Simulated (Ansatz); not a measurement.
System: Li₄CF.

Input file:

```
crystal:
  lattice:
    - [3.49787135, 0.0, 0.0]
    - [0.0, 3.49787135, 0.0]
    - [0.0, 0.0, 4.94673711]
  atoms:
    - { symbol: Li, position: [0.5, 0.0, 0.25] }
    - { symbol: Li, position: [0.0, 0.5, 0.75] }
    - { symbol: Li, position: [0.5, 0.0, 0.75] }
    - { symbol: Li, position: [0.0, 0.5, 0.25] }
    - { symbol: C, position: [0.0, 0.0, 0.0] }
    - { symbol: F, position: [0.5, 0.5, 0.5] }
basis:
  ecutwfc: 420
kpoints:
  mp_grid: { grid: [10, 10, 8] }
hamiltonian:
  xc: pbe
scf:
  occupations: { method: gaussian, width: 0.1 }
output:
  forces: true
  stress: true
  eigenvalues: true
  write_density: true
  write_potential: true
  elf: true
  volumetric_format: npy
relax:
  adjacent_minimum: "off"
  f_tol: 0.01
  max_steps: 80
  cell: { stress_tol: 0.05 }
```

Command:

```sh
ansatz run input.yaml --threads 1 --pin off --max-ram 2048MiB --backend cpu --events-out ev --progress --plain --runs-dir out
```

Below, planes, directions and counts refer to the conventional cell (a = 3.53 Å, b = 3.53 Å, c = 5.14 Å, α = 90.00°, β = 90.00°, γ = 90.00°).

The fields are those of the run's last geometry, not of the input's.

Space group P4/mmm; a structure generated by program, which may or may not match a known phase; computed without spin polarisation.

The calculation used DFT PBE, scalar-relativistic, plane waves, PAW in Ansatz.

**What can the converged valence pseudo-density and electron localisation function tell about the bonding?**

Li–C (2.15 Å): ρ at the midpoint is about 0.31 e/Å³; the ELF peaks at about 0.80 in the valence shell of C, 0.8 Å from its nucleus, and is about 0.70 at the midpoint.

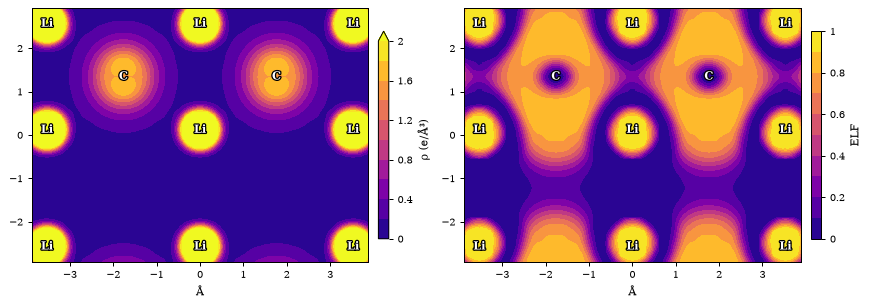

Computed valence pseudo-density and electron localisation function on the (010) plane of the conventional cell, in this order. 

In a PAW calculation such maps are meaningful between the atoms, not at the nuclei.
